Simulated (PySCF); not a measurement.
Molecule: C4H10SSi, SMILES C=CC[SiH2]SC. Atoms near the plane z = 0.0 Å, at the GFN2-xTB optimised geometry (x, y, z in Å): C1 (2.7, -1.9, -1.1), C2 (2.2, -1.3, 0.0), C3 (1.7, 0.1, 0.0), Si4 (-0.2, 0.1, 0.0), S5 (-0.8, 2.2, 0.0), C6 (-2.6, 1.9, 0.0), H8 (3.1, -2.9, -1.0), H9 (2.1, -1.8, 0.9), H10 (2.1, 0.6, -0.9), H11 (2.0, 0.6, 0.9), H14 (-3.1, 2.9, 0.0), H15 (-2.9, 1.4, -0.9), H16 (-2.9, 1.4, 0.9).

Computed with PySCF with PBE0/def2-TZVP. Cells within 0.4 Å of a nucleus heavier than hydrogen are left out (blank, or x). The values are rescaled to run from 0 to 1.

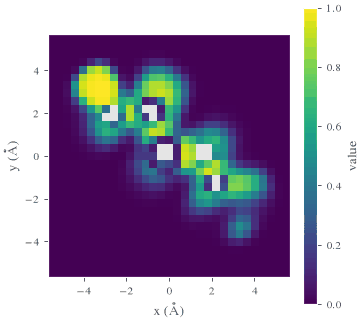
Figure. a field on the plane z = 0.0 Å.

### Question
Which quantity is mapped?
(A) deformation density (molecule minus spherical neutral atoms)
(B) Laplacian of the electron density
(C) electrostatic potential
(D) electron localisation function

### Answer
D, electron localisation function
